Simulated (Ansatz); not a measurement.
Input

```
crystal:
  lattice:
    - [7.398, 0.0, 0.0]
    - [-3.699, 6.406856, 0.0]
    - [0.0, 0.0, 13.0]
  atoms:
    - { symbol: C, position: [0.0, 0.0, 0.0769231] }
    - { symbol: C, position: [0.2222222, 0.1111111, 0.0769231] }
    - { symbol: C, position: [0.0, 0.3333333, 0.0769231] }
    - { symbol: C, position: [0.2222222, 0.4444444, 0.0769231] }
    - { symbol: C, position: [0.0, 0.6666667, 0.0769231] }
    - { symbol: C, position: [0.2222222, 0.7777778, 0.0769231] }
    - { symbol: C, position: [0.3333333, 0.0, 0.0769231] }
    - { symbol: C, position: [0.5555556, 0.1111111, 0.0769231] }
    - { symbol: C, position: [0.3333333, 0.3333333, 0.0769231] }
    - { symbol: C, position: [0.5555556, 0.4444444, 0.0769231] }
    - { symbol: C, position: [0.3333333, 0.6666667, 0.0769231] }
    - { symbol: C, position: [0.5555556, 0.7777778, 0.0769231] }
    - { symbol: C, position: [0.6666667, 0.0, 0.0769231] }
    - { symbol: C, position: [0.8888889, 0.1111111, 0.0769231] }
    - { symbol: C, position: [0.6666667, 0.3333333, 0.0769231] }
    - { symbol: C, position: [0.8888889, 0.4444444, 0.0769231] }
    - { symbol: C, position: [0.6666667, 0.6666667, 0.0769231] }
    - { symbol: C, position: [0.8888889, 0.7777778, 0.0769231] }
    - { symbol: Ag, position: [0.707564, 0.6358716, 0.2469231], spin: 1.0 }
magnetization:
  spin_polarized: true
basis:
  ecutwfc: 420.0
kpoints:
  mp_grid: { grid: [2, 2, 1] }
hamiltonian:
  xc: pbe
scf:
  occupations: { method: gaussian, width: 0.02 }
  lower_state_search: "off"
relax:
  f_tol: 0.03
  max_steps: 60
  adjacent_minimum: "off"
output:
  write_density: true
  write_potential: true
  elf: true
  volumetric_format: npy
```

Launched as:

```sh
ansatz run input.yaml --threads 2 --pin off --max-ram 5120MiB --backend cpu --events-out ev --progress --plain --runs-dir out
```

The fields are those of the relaxed geometry.

Spin-polarised.

Computed with Ansatz, DFT PBE, scalar-relativistic, plane waves, PAW.

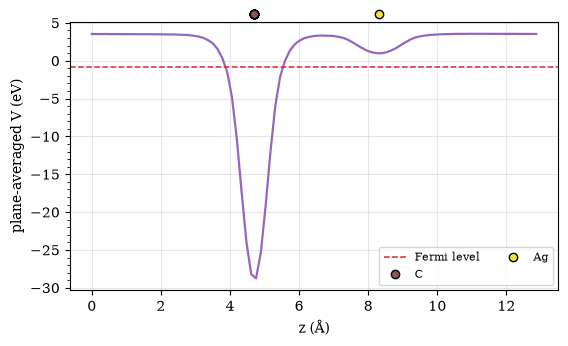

AgC18 (slab). Plane average of the electrostatic potential energy of an electron across the slab. Circles mark the heights of the atoms.

How far above the Fermi level of the calculation is the vacuum level?

4.3 eV. The slab has a gap, so the Fermi level lies inside it and this isn't a work function in the metallic sense.

How thick is the slab, and how wide the vacuum?

The outermost nuclei are 3.6 Å apart, in 2 atomic planes; the vacuum between periodic images is 9.4 Å wide.
